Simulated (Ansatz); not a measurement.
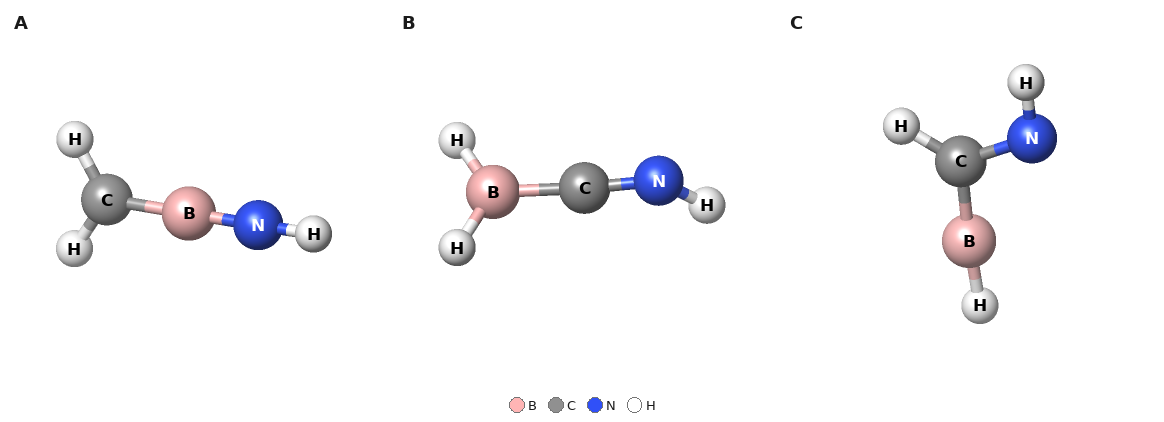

3 stationary structures of one formula. State: neutral, doublet. Geometries: PBE-D4/def2-SVP. Electronic energies: PBE-D4/def2-SVP (Ansatz 0.2.0), without zero-point energy. No frequency run is at hand to confirm each as a minimum.

**Rank them by energy, lowest first.**

A is lowest; B lies 16.9 kcal/mol above it (Cs), C lies 54.0 kcal/mol above it (Cs).
